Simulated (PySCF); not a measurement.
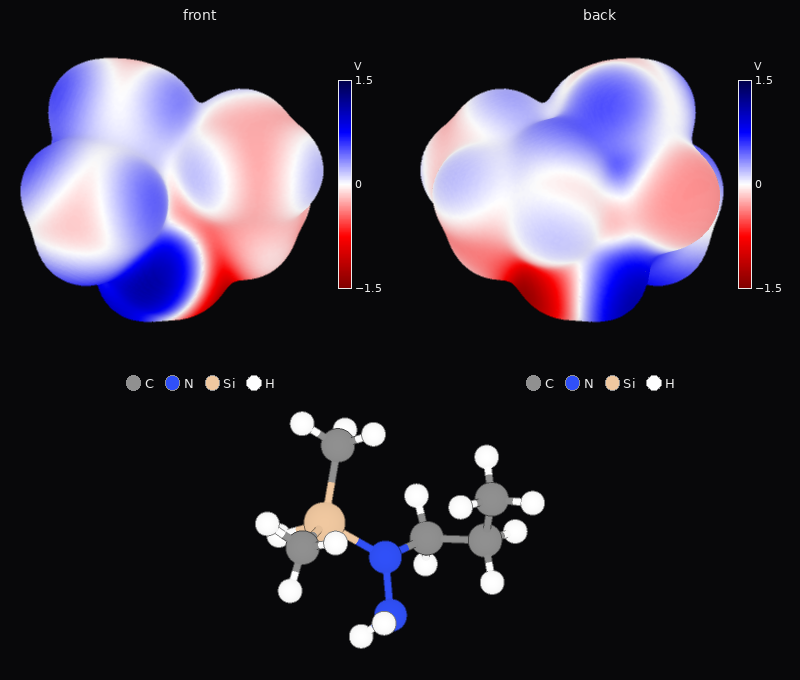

*C5H16N2Si (SMILES CCCN(N)[SiH](C)C). The molecular electrostatic potential painted on the density surface at 0.001 e/bohr³, seen from the front and from behind; the colour scale runs from red (negative) to blue (positive). The bare structure is drawn below in the same view.*

Geometry: GFN2-xTB.

Computed with PBE0/pcSseg-1, SCF density, gas phase, non-relativistic in PySCF 2.14.0.

```xyz
24

C     1.7768   -0.9142    1.5319
C     2.3189    0.1425    0.5796
C     1.2183    1.0926    0.1029
N     0.2489    0.4083   -0.7235
N     0.8262    0.0453   -1.9750
Si   -1.4659    0.4874   -0.5310
C    -1.8815    0.5653    1.3141
C    -2.1835   -1.0862   -1.3238
H     2.5607   -1.6120    1.8174
H     0.9755   -1.4681    1.0499
H     1.3827   -0.4494    2.4336
H     2.7523   -0.3387   -0.2978
H     3.0984    0.7256    1.0739
H     1.6716    1.9124   -0.4691
H     0.6929    1.5162    0.9575
H     0.4908   -0.8775   -2.2325
H     0.5349    0.6975   -2.7027
H    -2.0716    1.6547   -1.2179
H    -2.9507    0.4517    1.4590
H    -1.3860   -0.2180    1.8780
H    -1.5963    1.5186    1.7462
H    -1.7196   -1.9874   -0.9318
H    -2.0571   -1.0904   -2.4027
H    -3.2486   -1.1564   -1.1284
```

### Where is the surface potential most negative and most positive?

The most negative region (about −1.2 V, or −28 kcal/mol for a unit charge) lies over N5, the most positive (about +1.1 V, or +25 kcal/mol for a unit charge) over H16 and H17. N5 is the likeliest acceptor of a hydrogen bond.

### How polar is the molecule by this calculation?

Its dipole moment is 0.93 D.
